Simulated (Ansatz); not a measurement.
# FH3Si···Cl2Si: what the fields show

Input file:

```
crystal:
  periodic: [false, false, false]
  atoms:
    - {symbol: Si, position_ang: [-0.989610, -0.476134, 0.781849]}
    - {symbol: Si, position_ang: [1.552490, 1.573256, -1.117498]}
    - {symbol: F, position_ang: [-0.566556, 0.973761, 0.183822]}
    - {symbol: Cl, position_ang: [2.515306, 0.092133, 0.020179]}
    - {symbol: Cl, position_ang: [0.834014, 0.419584, -2.705637]}
    - {symbol: H, position_ang: [-0.313389, -0.634027, 2.086644]}
    - {symbol: H, position_ang: [-2.460658, -0.440031, 0.938580]}
    - {symbol: H, position_ang: [-0.571598, -1.508541, -0.187939]}
basis:
  gaussian: {orbitals: def2-TZVPP}
hamiltonian: {xc: pbe0, dispersion: d4}
output: {orbitals: {seedname: orbitals}}
```

Launched as:

```sh
ansatz run in.yaml --threads 4 --pin off --events-out ev --progress --plain --max-ram 9574MiB
```

The product side of a reaction path; geometry: PBE0-D4/def2-TZVP.

Theory: RKS PBE0-D4/def2-TZVPP in Ansatz 0.2.0.

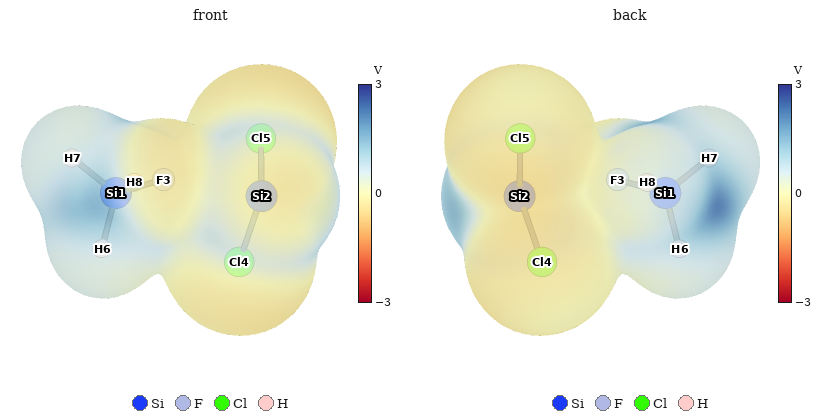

Figure 1. The molecular electrostatic potential painted on the density surface at 0.002 e/bohr³, seen from the front and from behind; red is negative and blue positive.

Q: Which sites attract a positive test charge, and which a negative one?

A: A positive charge is drawn to the negative regions and a negative charge to the positive ones. The most negative region (about −0.5 V, or −12 kcal/mol for a unit charge) lies over Cl4 and Cl5, the most positive (about +2.1 V, or +48 kcal/mol for a unit charge) over Si1.

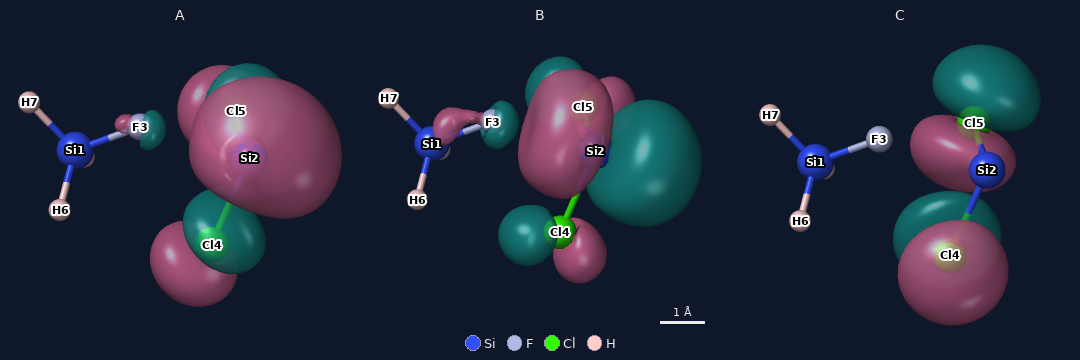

Figure 2. Three frontier orbitals at ±0.08 Å⁻³ᐟ² (teal and pink are the two phases), in no order.

Q: Order the three orbitals by energy and name them.

A: C is the HOMO−1 (−8.94 eV). Its weight (Hirshfeld) is mainly on Cl5 (about 45 %) and Cl4 (about 45 %); largely a combination of lone pairs on Cl5 and Cl4. A is the HOMO (−7.42 eV). Its weight (Hirshfeld) is mainly on Si2 (about 60 %), Cl4 (about 20 %) and Cl5 (about 20 %). B is the LUMO (−2.19 eV). Its weight (Hirshfeld) is mainly on Si2 (about 70 %), Cl5 (about 10 %) and Cl4 (about 10 %).

Q: What is the HOMO–LUMO gap?

A: 5.23 eV between the orbital energies.

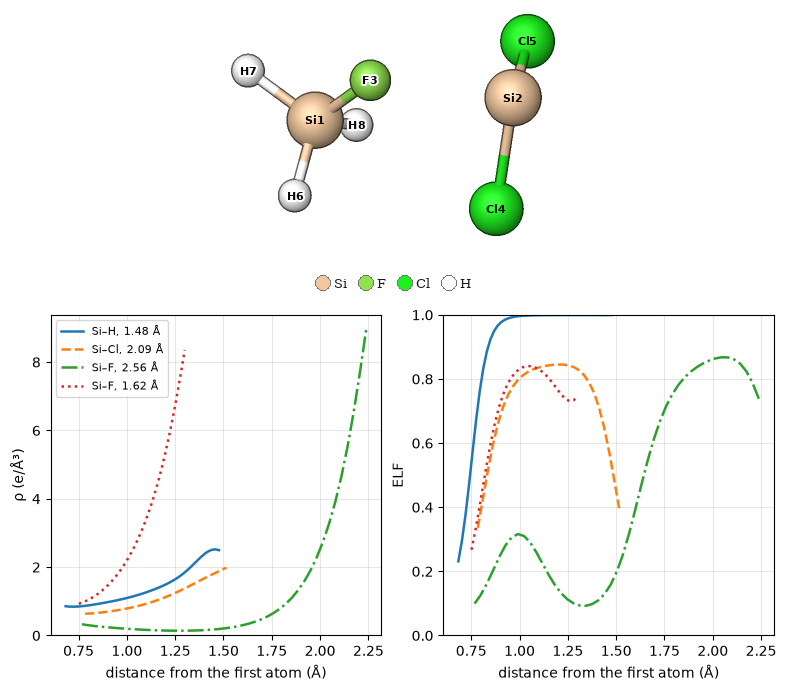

Figure 3. Electron density and electron localisation function along straight lines between neighbouring atoms. The curves leave out the atomic cores. The structure is drawn too.

Q: Compare the contacts.

A: Si–H (1.48 Å): the density is about 0.85 e/Å³ at the midpoint; the ELF climbs to about 1 towards the hydrogen, as it does in any bond to H.
Si–Cl (2.09 Å): ρ is about 0.85 e/Å³ halfway; the ELF peaks at about 0.85 between the atoms: a shared but strongly polarised pair.
Si2···F3 (2.56 Å): the density falls to about 0.14 e/Å³ on the way; the ELF dips to about 0.10 between them.
Si–F (1.62 Å): the density is about 1.1 e/Å³ at the midpoint; the ELF peaks at about 0.85 in the valence shell of F, 0.6 Å from its nucleus, and is about 0.45 at the midpoint.

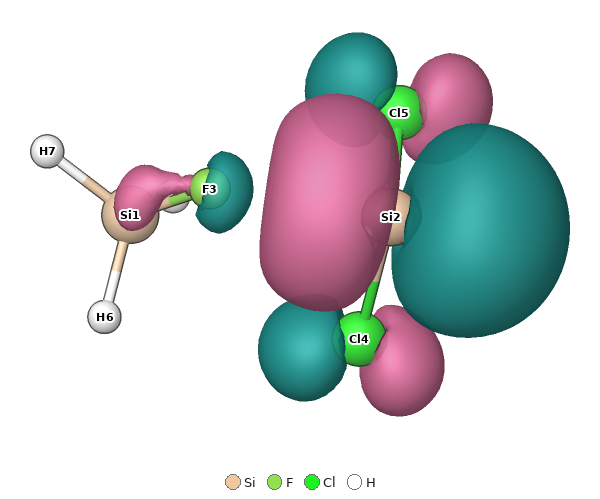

Figure 4. One frontier orbital at ±0.08 Å⁻³ᐟ² (teal and pink are the two phases), seen across its widest extent.

Q: Which orbital is it: HOMO or LUMO?

A: The LUMO, at −2.19 eV. It lies mainly on Si2 (about 70 %), Cl5 (about 10 %) and Cl4 (about 10 %).
